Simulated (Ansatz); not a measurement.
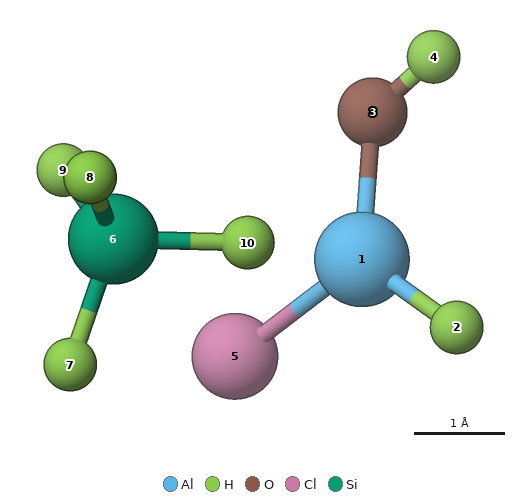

Fig. 1: The starting structure (ball-and-stick view, seen at a tilt; atoms are numbered from 1 in the order of the input). Sticks mark near contacts.

## Nudged elastic band of AlSiH$_{6}$ClO (part 1 of 2)

AlSiH$_{6}$ClO, computed with RKS CAM-B3LYP-D4/def2-SVP (Ansatz 0.2.0).

The run did not end well. It belongs to a series of runs on one base structure; here: band between the two ends.

Input:
```yaml
crystal:
  periodic: [false, false, false]
  atoms:
    - { symbol: Al, position_ang: [-0.080124, -0.383427, -0.018365] }
    - { symbol: H, position_ang: [-0.394782, -1.348871, 1.176204] }
    - { symbol: O, position_ang: [1.45551, -0.208933, -0.712861] }
    - { symbol: H, position_ang: [2.268176, -0.641567, -0.444337] }
    - { symbol: Cl, position_ang: [-1.653447, 0.428103, -1.167655] }
    - { symbol: Si, position_ang: [-0.369024, 2.714535, 1.13633] }
    - { symbol: H, position_ang: [-1.82863, 2.847284, 1.348178] }
    - { symbol: H, position_ang: [0.394326, 3.429004, 2.192453] }
    - { symbol: H, position_ang: [0.054548, 3.150881, -0.211973] }
    - { symbol: H, position_ang: [-0.016755, 1.25939, 1.303925] }
basis:
  gaussian: { orbitals: def2-SVP }
hamiltonian:
  xc: cam_b3lyp
  dispersion: d4
neb:
  order_check: false
  images: 9
  f_tol: 0.03
  max_iterations: 60
  optimiser: lbfgs
  climbing: true
  final_atoms:
    - { symbol: Al, position_ang: [-0.03222562, 0.65647956, -0.27547214] }
    - { symbol: H, position_ang: [-0.470557, -0.7075101, 1.7964533] }
    - { symbol: O, position_ang: [1.54647287, 0.17140783, -0.64254317] }
    - { symbol: H, position_ang: [1.84692384, -0.62567087, -1.0851365] }
    - { symbol: Cl, position_ang: [-1.63671161, -0.57396033, -0.89201696] }
    - { symbol: Si, position_ang: [-0.35561981, 2.82714158, 0.74158332] }
    - { symbol: H, position_ang: [-1.77315761, 3.27641663, 0.63843515] }
    - { symbol: H, position_ang: [0.00115193, 2.77166913, 2.19045476] }
    - { symbol: H, position_ang: [0.51134323, 3.85568179, 0.09883481] }
    - { symbol: H, position_ang: [0.19217778, -0.40525621, 2.03130644] }
  initial_path:
    images:
      - { positions_ang: [[-0.080124, -0.383427, -0.018365], [-0.394782, -1.348871, 1.176204], [1.45551, -0.208933, -0.712861], [2.268176, -0.641567, -0.444337], [-1.653447, 0.428103, -1.167655], [-0.369024, 2.714535, 1.13633], [-1.82863, 2.847284, 1.348178], [0.394326, 3.429004, 2.192453], [0.054548, 3.150881, -0.211973], [-0.016755, 1.25939, 1.303925]] }
      - { positions_ang: [[-0.06023996, -0.30402295, -0.02086524], [-0.3147003, -1.08701016, 1.31663219], [1.47780205, -0.15514907, -0.752061], [2.1908383, -0.6898402, -0.57303516], [-1.70349336, 0.34598995, -1.16612107], [-0.36508925, 2.66152936, 1.08121625], [-1.80493294, 2.85386078, 1.18925873], [0.28624108, 3.23824886, 2.21522817], [0.16412738, 3.19115621, -0.12557154], [-0.04075498, 1.19163623, 1.43721767]] }
      - { positions_ang: [[-0.04035592, -0.2246189, -0.02336548], [-0.23461861, -0.82514933, 1.45706037], [1.5000941, -0.10136515, -0.79126101], [2.1135006, -0.7381134, -0.70173331], [-1.75353973, 0.26387689, -1.16458713], [-0.36115451, 2.60852372, 1.0261025], [-1.78123588, 2.86043756, 1.03033946], [0.17815615, 3.04749372, 2.23800334], [0.27370676, 3.23143142, -0.03917007], [-0.06475497, 1.12388246, 1.57051034]] }
      - { positions_ang: [[-0.02047189, -0.14521485, -0.02586572], [-0.15453691, -0.56328849, 1.59748856], [1.52238615, -0.04758122, -0.83046101], [2.03616291, -0.7863866, -0.83043147], [-1.80358609, 0.18176384, -1.1630532], [-0.35721976, 2.55551808, 0.97098875], [-1.75753882, 2.86701434, 0.87142019], [0.07007123, 2.85673857, 2.2607785], [0.38328614, 3.27170662, 0.04723139], [-0.08875495, 1.05612869, 1.70380302]] }
      - { positions_ang: [[-0.00058785, -0.0658108, -0.02836597], [-0.07445521, -0.30142766, 1.73791674], [1.5446782, 0.00620271, -0.86966102], [1.95882521, -0.83465979, -0.95912962], [-1.85363245, 0.09965079, -1.16151927], [-0.35328501, 2.50251245, 0.91587499], [-1.73384177, 2.87359113, 0.71250093], [-0.0380137, 2.66598343, 2.28355367], [0.49286552, 3.31198183, 0.13363285], [-0.11275494, 0.98837493, 1.83709569]] }
      - { positions_ang: [[0.01929619, 0.01359325, -0.03086621], [0.00562649, -0.03956682, 1.87834493], [1.56697025, 0.05998664, -0.90886102], [1.88148751, -0.88293299, -1.08782778], [-1.90367882, 0.01753773, -1.15998533], [-0.34935027, 2.44950681, 0.86076124], [-1.71014471, 2.88016791, 0.55358166], [-0.14609862, 2.47522829, 2.30632884], [0.6024449, 3.35225704, 0.22003432], [-0.13675492, 0.92062116, 1.97038836]] }
      - { positions_ang: [[0.00899183, 0.14217051, -0.07978739], [-0.08961021, -0.17315548, 1.8619666], [1.56287077, 0.08227087, -0.85559745], [1.87457478, -0.83148057, -1.08728952], [-1.85028538, -0.10076188, -1.10639166], [-0.35060418, 2.52503376, 0.83692566], [-1.72274729, 2.95941765, 0.57055236], [-0.11664851, 2.53451646, 2.28315402], [0.58422456, 3.45294199, 0.19579442], [-0.07096838, 0.65544568, 1.98257198]] }
      - { positions_ang: [[-0.00131253, 0.27074777, -0.12870858], [-0.18484691, -0.30674413, 1.84558828], [1.5587713, 0.10455511, -0.80233388], [1.86766204, -0.78002815, -1.08675126], [-1.79689193, -0.21906149, -1.05279799], [-0.35185809, 2.60056072, 0.81309007], [-1.73534987, 3.03866739, 0.58752305], [-0.0871984, 2.59380463, 2.25997921], [0.56600423, 3.55362694, 0.17155452], [-0.00518184, 0.39027021, 1.99475559]] }
      - { positions_ang: [[-0.0116169, 0.39932503, -0.17762977], [-0.2800836, -0.44033279, 1.82920995], [1.55467182, 0.12683935, -0.74907031], [1.86074931, -0.72857572, -1.08621301], [-1.74349849, -0.33736111, -0.99920431], [-0.353112, 2.67608767, 0.78925449], [-1.74795245, 3.11791714, 0.60449375], [-0.05774829, 2.65309279, 2.23680439], [0.5477839, 3.65431189, 0.14731462], [0.0606047, 0.12509474, 2.00693921]] }
      - { positions_ang: [[-0.02192126, 0.5279023, -0.22655096], [-0.3753203, -0.57392144, 1.81283163], [1.55057234, 0.14912359, -0.69580674], [1.85383658, -0.6771233, -1.08567475], [-1.69010505, -0.45566072, -0.94561064], [-0.3543659, 2.75161463, 0.7654189], [-1.76055503, 3.19716688, 0.62146445], [-0.02829818, 2.71238096, 2.21362957], [0.52956356, 3.75499684, 0.12307472], [0.12639124, -0.14008074, 2.01912282]] }
      - { positions_ang: [[-0.03222562, 0.65647956, -0.27547214], [-0.470557, -0.7075101, 1.7964533], [1.54647287, 0.17140783, -0.64254317], [1.84692384, -0.62567087, -1.0851365], [-1.63671161, -0.57396033, -0.89201696], [-0.35561981, 2.82714158, 0.74158332], [-1.77315761, 3.27641663, 0.63843515], [0.00115193, 2.77166913, 2.19045476], [0.51134323, 3.85568179, 0.09883481], [0.19217778, -0.40525621, 2.03130644]] }
```

Machine: 4 threads of Arm Neoverse V2, 24 GiB of memory available, shared host.

Launched with:
```bash
ansatz run input.yaml --threads 4 --pin off --max-ram 5120MiB --backend cpu --events-out ev --progress --plain --runs-dir out
```

Log:
```
Engine: ansatz 0.2.0, aarch64-unknown-linux-gnu
Functional definition: CAM-B3LYP
  parameter alpha = 0.19
  parameter beta = 0.46
  parameter omega = 0.33/bohr
  parameter ac = 0.81
  exchange = (1 - alpha - beta)*b88_x + beta*b88_x_sr(omega) + alpha*exact_x + beta*exact_x_lr(omega)
  correlation = (1 - ac)*vwn5_c + ac*lyp_c
988 factors; integrals over basis functions are off by at most 5.2e-4 eV
376 factors; integrals over basis functions are off by at most 1.4e-6 eV
mean field evaluation 1: about -29129.7737 eV, gradient 5.1e1 eV
mean field evaluation 2: about -29124.3552 eV, gradient 7.5e1 eV
mean field evaluation 4: about -29134.4733 eV, gradient 1.5e0 eV
mean field evaluation 8: about -29134.4788 eV, gradient 5.1e-2 eV
mean field -29134.47881983 eV, -1070.6723485696 hartree, gradient 6.2e-5 eV, S^2 0.000000; 0 other end points of the search recorded, 0 dependent functions left out
the calculation of the forces begins
reference -29134.47895827 eV, -1070.6723536574 hartree; 29, 29 occupied and 69, 69 virtual orbitals, 988 factors
991 factors; integrals over basis functions are off by at most 3.6e-4 eV
376 factors; integrals over basis functions are off by at most 1.1e-6 eV
mean field evaluation 16: about -29123.5262 eV, gradient 7.7e1 eV
mean field -29134.20365531 eV, -1070.6622364600 hartree, gradient 2.4e-5 eV, S^2 0.000000; 0 other end points of the search recorded, 0 dependent functions left out
[... from here on the field's lines of each further geometry are left out, up to the last ...]
NEB iter   1: max|band force component| = 4.223e0 eV/Å  barrier→ = 3.5622 eV  barrier← = 3.2843 eV  Δτ_max = 0.0794 Å  (274 SCF iters)
NEB iter   2: max|band force component| = 2.906e0 eV/Å  barrier→ = 3.0519 eV  barrier← = 2.7741 eV  Δτ_max = 0.0467 Å  (242 SCF iters)
NEB iter   3: max|band force component| = 2.174e0 eV/Å  barrier→ = 2.7012 eV  barrier← = 2.4234 eV  Δτ_max = 0.1779 Å  (229 SCF iters)
NEB iter   4: max|band force component| = 2.247e0 eV/Å  barrier→ = 2.0641 eV  barrier← = 1.7863 eV  Δτ_max = 0.0353 Å  (240 SCF iters)
NEB iter   5: max|band force component| = 1.248e0 eV/Å  barrier→ = 1.9881 eV  barrier← = 1.7103 eV  Δτ_max = 0.0793 Å  (218 SCF iters)
NEB iter   6: max|band force component| = 1.087e0 eV/Å  barrier→ = 1.8863 eV  barrier← = 1.6085 eV  Δτ_max = 0.0687 Å  (220 SCF iters)
NEB iter   7: max|band force component| = 1.482e0 eV/Å  barrier→ = 1.8280 eV  barrier← = 1.5502 eV  Δτ_max = 0.0341 Å  (220 SCF iters)
NEB iter   8: max|band force component| = 1.427e0 eV/Å  barrier→ = 1.7988 eV  barrier← = 1.5209 eV  Δτ_max = 0.0113 Å  (218 SCF iters)
NEB iter   9: max|band force component| = 9.140e-1 eV/Å  barrier→ = 1.7790 eV  barrier← = 1.5012 eV  Δτ_max = 0.0565 Å  (213 SCF iters)
NEB iter  10: max|band force component| = 8.690e-1 eV/Å  barrier→ = 1.7091 eV  barrier← = 1.4312 eV  Δτ_max = 0.0599 Å  (218 SCF iters)
NEB iter  11: max|band force component| = 1.329e0 eV/Å  barrier→ = 1.6451 eV  barrier← = 1.3673 eV  Δτ_max = 0.0234 Å  (215 SCF iters)
NEB iter  12: max|band force component| = 1.356e0 eV/Å  barrier→ = 1.6235 eV  barrier← = 1.3457 eV  Δτ_max = 0.0265 Å  (215 SCF iters)
NEB iter  13: max|band force component| = 1.257e0 eV/Å  barrier→ = 1.6100 eV  barrier← = 1.3321 eV  Δτ_max = 0.0067 Å  (205 SCF iters)
NEB iter  14: max|band force component| = 5.358e-1 eV/Å  barrier→ = 1.6014 eV  barrier← = 1.3236 eV  Δτ_max = 0.0181 Å  (185 SCF iters)
NEB iter  15: max|band force component| = 5.300e-1 eV/Å  barrier→ = 1.5837 eV  barrier← = 1.3059 eV  Δτ_max = 0.0259 Å  (215 SCF iters)
NEB iter  16: max|band force component| = 9.393e-1 eV/Å  barrier→ = 1.6264 eV  barrier← = 1.3485 eV  Δτ_max = 0.0181 Å  (215 SCF iters)
NEB iter  17: max|band force component| = 8.282e-1 eV/Å  barrier→ = 1.6211 eV  barrier← = 1.3432 eV  Δτ_max = 0.0045 Å  (203 SCF iters)
NEB iter  18: max|band force component| = 1.254e0 eV/Å  barrier→ = 1.6172 eV  barrier← = 1.3394 eV  CI = image 5  Δτ_max = 0.0212 Å  (190 SCF iters)
NEB iter  19: max|band force component| = 1.096e0 eV/Å  barrier→ = 1.6762 eV  barrier← = 1.3984 eV  CI = image 5  Δτ_max = 0.1049 Å  (183 SCF iters)
NEB iter  20: max|band force component| = 1.749e0 eV/Å  barrier→ = 1.9069 eV  barrier← = 1.6291 eV  CI = image 5  Δτ_max = 0.0367 Å  (218 SCF iters)
NEB iter  21: max|band force component| = 1.422e0 eV/Å  barrier→ = 1.8804 eV  barrier← = 1.6025 eV  CI = image 5  Δτ_max = 0.0110 Å  (202 SCF iters)
NEB iter  22: max|band force component| = 4.455e-1 eV/Å  barrier→ = 1.8591 eV  barrier← = 1.5813 eV  CI = image 5  Δτ_max = 0.0111 Å  (186 SCF iters)
NEB iter  23: max|band force component| = 4.275e-1 eV/Å  barrier→ = 1.8595 eV  barrier← = 1.5816 eV  CI = image 5  Δτ_max = 0.0445 Å  (193 SCF iters)
NEB iter  24: max|band force component| = 1.094e0 eV/Å  barrier→ = 1.8783 eV  barrier← = 1.6005 eV  CI = image 5  Δτ_max = 0.0222 Å  (211 SCF iters)
NEB iter  25: max|band force component| = 8.238e-1 eV/Å  barrier→ = 1.8660 eV  barrier← = 1.5882 eV  CI = image 5  Δτ_max = 0.0066 Å  (196 SCF iters)
NEB iter  26: max|band force component| = 3.337e-1 eV/Å  barrier→ = 1.8578 eV  barrier← = 1.5800 eV  CI = image 5  Δτ_max = 0.0072 Å  (184 SCF iters)
NEB iter  27: max|band force component| = 3.258e-1 eV/Å  barrier→ = 1.8563 eV  barrier← = 1.5785 eV  CI = image 5  Δτ_max = 0.0253 Å  (189 SCF iters)
NEB iter  28: max|band force component| = 7.151e-1 eV/Å  barrier→ = 1.8603 eV  barrier← = 1.5825 eV  CI = image 5  Δτ_max = 0.0139 Å  (212 SCF iters)
NEB iter  29: max|band force component| = 5.762e-1 eV/Å  barrier→ = 1.8557 eV  barrier← = 1.5778 eV  CI = image 5  Δτ_max = 0.0043 Å  (193 SCF iters)
NEB iter  30: max|band force component| = 2.716e-1 eV/Å  barrier→ = 1.8522 eV  barrier← = 1.5744 eV  CI = image 5  Δτ_max = 0.0061 Å  (179 SCF iters)
NEB iter  31: max|band force component| = 2.539e-1 eV/Å  barrier→ = 1.8512 eV  barrier← = 1.5733 eV  CI = image 5  Δτ_max = 0.0198 Å  (189 SCF iters)
NEB iter  32: max|band force component| = 5.875e-1 eV/Å  barrier→ = 1.8523 eV  barrier← = 1.5745 eV  CI = image 5  Δτ_max = 0.0119 Å  (210 SCF iters)
NEB iter  33: max|band force component| = 4.898e-1 eV/Å  barrier→ = 1.8499 eV  barrier← = 1.5721 eV  CI = image 5  Δτ_max = 0.0033 Å  (193 SCF iters)
NEB iter  34: max|band force component| = 2.081e-1 eV/Å  barrier→ = 1.8484 eV  barrier← = 1.5705 eV  CI = image 5  Δτ_max = 0.0059 Å  (177 SCF iters)
NEB iter  35: max|band force component| = 2.066e-1 eV/Å  barrier→ = 1.8475 eV  barrier← = 1.5697 eV  CI = image 5  Δτ_max = 0.0144 Å  (189 SCF iters)
NEB iter  36: max|band force component| = 4.802e-1 eV/Å  barrier→ = 1.8476 eV  barrier← = 1.5697 eV  CI = image 5  Δτ_max = 0.0090 Å  (200 SCF iters)
NEB iter  37: max|band force component| = 3.667e-1 eV/Å  barrier→ = 1.8463 eV  barrier← = 1.5684 eV  CI = image 5  Δτ_max = 0.0021 Å  (191 SCF iters)
NEB iter  38: max|band force component| = 1.762e-1 eV/Å  barrier→ = 1.8455 eV  barrier← = 1.5677 eV  CI = image 5  Δτ_max = 0.0071 Å  (173 SCF iters)
NEB iter  39: max|band force component| = 2.178e-1 eV/Å  barrier→ = 1.8448 eV  barrier← = 1.5670 eV  CI = image 5  Δτ_max = 0.0037 Å  (194 SCF iters)
NEB iter  40: max|band force component| = 1.614e-1 eV/Å  barrier→ = 1.8444 eV  barrier← = 1.5666 eV  CI = image 5  Δτ_max = 0.0039 Å  (177 SCF iters)
NEB iter  41: max|band force component| = 2.354e-1 eV/Å  barrier→ = 1.8441 eV  barrier← = 1.5663 eV  CI = image 5  Δτ_max = 0.0040 Å  (168 SCF iters)
NEB iter  42: max|band force component| = 2.286e-1 eV/Å  barrier→ = 1.8438 eV  barrier← = 1.5660 eV  CI = image 5  Δτ_max = 0.0022 Å  (179 SCF iters)
NEB iter  43: max|band force component| = 1.978e-1 eV/Å  barrier→ = 1.8436 eV  barrier← = 1.5658 eV  CI = image 5  Δτ_max = 0.1656 Å  (165 SCF iters)
NEB iter  44: max|band force component| = 1.059e0 eV/Å  barrier→ = 1.8410 eV  barrier← = 1.5632 eV  CI = image 5  Δτ_max = 0.0204 Å  (219 SCF iters)
NEB iter  45: max|band force component| = 8.615e-1 eV/Å  barrier→ = 1.8380 eV  barrier← = 1.5602 eV  CI = image 5  Δτ_max = 0.0085 Å  (202 SCF iters)
NEB iter  46: max|band force component| = 2.027e-1 eV/Å  barrier→ = 1.8351 eV  barrier← = 1.5573 eV  CI = image 5  Δτ_max = 0.0021 Å  (184 SCF iters)
NEB iter  47: max|band force component| = 1.914e-1 eV/Å  barrier→ = 1.8349 eV  barrier← = 1.5571 eV  CI = image 5  Δτ_max = 0.0139 Å  (171 SCF iters)
NEB iter  48: max|band force component| = 2.521e-1 eV/Å  barrier→ = 1.8347 eV  barrier← = 1.5569 eV  CI = image 5  Δτ_max = 0.0053 Å  (198 SCF iters)
NEB iter  49: max|band force component| = 2.204e-1 eV/Å  barrier→ = 1.8343 eV  barrier← = 1.5565 eV  CI = image 5  Δτ_max = 0.0014 Å  (183 SCF iters)
NEB iter  50: max|band force component| = 1.342e-1 eV/Å  barrier→ = 1.8341 eV  barrier← = 1.5563 eV  CI = image 5  Δτ_max = 0.0088 Å  (164 SCF iters)
NEB iter  51: max|band force component| = 1.410e-1 eV/Å  barrier→ = 1.8338 eV  barrier← = 1.5560 eV  CI = image 5  Δτ_max = 0.0026 Å  (188 SCF iters)
NEB iter  52: max|band force component| = 1.235e-1 eV/Å  barrier→ = 1.8335 eV  barrier← = 1.5557 eV  CI = image 5  Δτ_max = 0.0028 Å  (171 SCF iters)
NEB iter  53: max|band force component| = 1.005e-1 eV/Å  barrier→ = 1.8334 eV  barrier← = 1.5556 eV  CI = image 5  Δτ_max = 0.0109 Å  (168 SCF iters)
NEB iter  54: max|band force component| = 1.360e-1 eV/Å  barrier→ = 1.8331 eV  barrier← = 1.5553 eV  CI = image 5  Δτ_max = 0.0022 Å  (194 SCF iters)
NEB iter  55: max|band force component| = 1.073e-1 eV/Å  barrier→ = 1.8328 eV  barrier← = 1.5549 eV  CI = image 5  Δτ_max = 0.0020 Å  (172 SCF iters)
NEB iter  56: max|band force component| = 8.522e-2 eV/Å  barrier→ = 1.8326 eV  barrier← = 1.5548 eV  CI = image 5  Δτ_max = 0.0045 Å  (169 SCF iters)
NEB iter  57: max|band force component| = 8.861e-2 eV/Å  barrier→ = 1.8325 eV  barrier← = 1.5546 eV  CI = image 5  Δτ_max = 0.0013 Å  (169 SCF iters)
NEB iter  58: max|band force component| = 6.253e-2 eV/Å  barrier→ = 1.8323 eV  barrier← = 1.5545 eV  CI = image 5  Δτ_max = 0.0041 Å  (169 SCF iters)
NEB iter  59: max|band force component| = 7.298e-2 eV/Å  barrier→ = 1.8321 eV  barrier← = 1.5543 eV  CI = image 5  Δτ_max = 0.0014 Å  (183 SCF iters)
the calculation of the forces begins
reference -29134.11499192 eV, -1070.6589781407 hartree; 29, 29 occupied and 69, 69 virtual orbitals, 989 factors
these checks for a lower state are left out or cut short: starts, cluster_reference, orbital_swaps, neighbouring_geometries, increment
990 factors; integrals over basis functions are off by at most 7.6e-4 eV
376 factors; integrals over basis functions are off by at most 1.0e-6 eV
mean field evaluation 2784: about -29134.1821 eV, gradient 7.7e-6 eV
mean field -29134.18213424 eV, -1070.6614455752 hartree, gradient 8.6e-6 eV, S^2 0.000000; 0 other end points of the search recorded, 0 dependent functions left out
the calculation of the forces begins
reference -29134.18226639 eV, -1070.6614504320 hartree; 29, 29 occupied and 69, 69 virtual orbitals, 990 factors
NEB iter  60: max|band force component| = 7.273e-2 eV/Å  barrier→ = 1.8320 eV  barrier← = 1.5541 eV  CI = image 5  Δτ_max = 0.0023 Å  (167 SCF iters)
```
